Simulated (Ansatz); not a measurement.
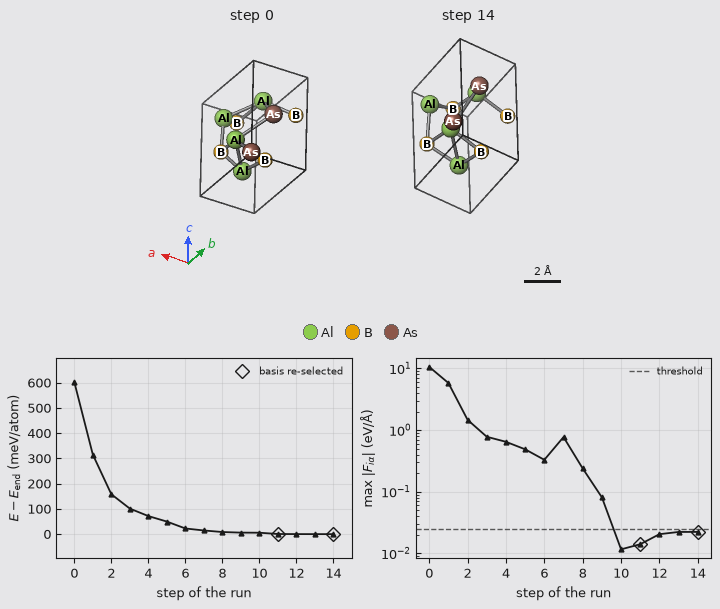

First and last geometry of a relaxation of solid Al$_{2}$B$_{2}$As (a generated structure, set up in P1) (coarse preliminary run), with the history of the run. The picture is a ball-and-stick view of the cell of the calculation, seen from a free direction.

Computed with Ansatz 0.2.0, DFT PBE, scalar-relativistic, plane waves, PAW. Set-up: plane-wave cutoff 420 eV; k-point mesh 6 × 4 × 4; occupations gaussian; smearing width 0.2 eV; no spin polarisation; cell and atoms relaxed; force threshold 0.025 eV/Å; at most 60 steps.

**Did the run converge, and what did it change?**

It converged. An As atom moves most relative to the cell: 1.08 Å roughly along [3 1 1]. Largest moves by element: As 1.08 Å, B 0.75 Å, Al 0.39 Å. The drawn cell changes as follows: a 3.626 → 3.880 Å (+7.0 %), b 5.811 → 6.134 Å (+5.5 %), c 6.250 → 6.155 Å (−1.5 %), α 91.8° → 84.5°, β 91.4° → 80.9°, γ 88.9° → 81.2°; the volume changes by +8.4 %. Some distances before and after: Al–As 2.932 → 4.860 Å, As–B 2.338 → 3.850 Å, As–B 2.439 → 3.841 Å, As–B 2.638 → 3.842 Å. Among the angles between lasting bonds that change: Al–B–As 171.0° → 121.0°, Al–B–As 113.8° → 163.5°, Al–B–As 157.5° → 121.1°. The space group stays P1 (No. 1). Over 12 accepted moves (14 points after the start) the energy falls by 603 meV per atom. The largest force component goes from 11 to 0.022 eV/Å. Pressure: 14.83 GPa at the start and 0.03 GPa at the end. The SCF was repeated twice at an unchanged geometry on a basis and grid sized afresh for the cell, which shifted the energy by 5.1 meV per atom at most.
